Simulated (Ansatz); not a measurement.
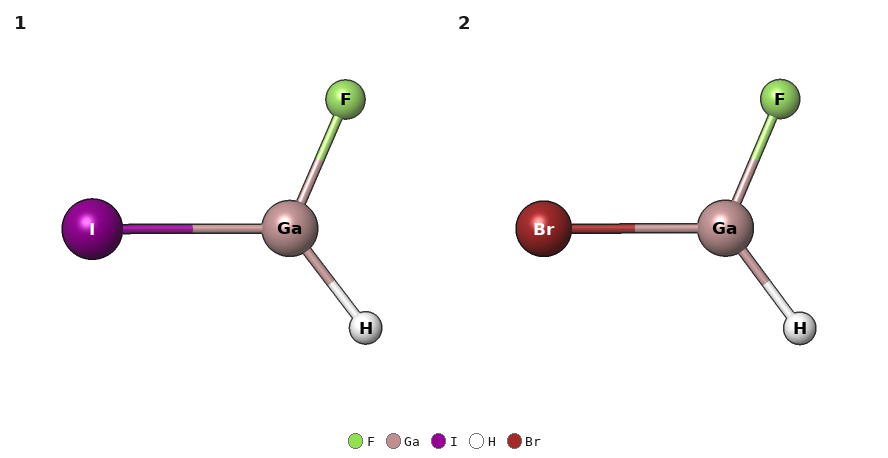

2 molecules with one skeleton, seen from the same side and at one scale. Each species is neutral and a spin singlet. Computed geometries: PBE0-D4/def2-TZVP optimisations, one conformation each. Properties computed with Ansatz 0.2.0. Elements past Kr carry core potentials.

One atom differs, called X below: I in panel 1, Br in panel 2. Their formulas are FGaHI (`[F][GaH][I]`), BrFGaH (`[F][GaH][Br]`).

Question: In which is the dipole moment larger (ωB97M-V/def2-TZVPP)?

Answer: In panel 2 (X = Br).

Question: In which is the HOMO–LUMO gap larger (ωB97M-V/def2-SVP)?

Answer: In panel 2 (X = Br).

Give the values. With PBE0-D4/def2-TZVP: length of X–Ga (Å), angle X–Ga–H (°), harmonic X–Ga stretching wavenumber (cm⁻¹). With ωB97M-V/def2-SVP: HOMO energy (Kohn–Sham orbital) (eV), HOMO–LUMO gap (eV). With ωB97M-V/def2-TZVPP: dipole moment (D).

```
                                  quantity   1 (I)  2 (Br)   2 − 1
                        length of X–Ga (Å)   2.462   2.265  −0.197
                          angle X–Ga–H (°)   127.0   126.2    −0.8
      HOMO energy (Kohn–Sham orbital) (eV)  −10.06  −10.86   −0.80
                        HOMO–LUMO gap (eV)   10.18   11.12   +0.94
                         dipole moment (D)    1.89    2.03   +0.14
harmonic X–Ga stretching wavenumber (cm⁻¹)     263     319     +56
```
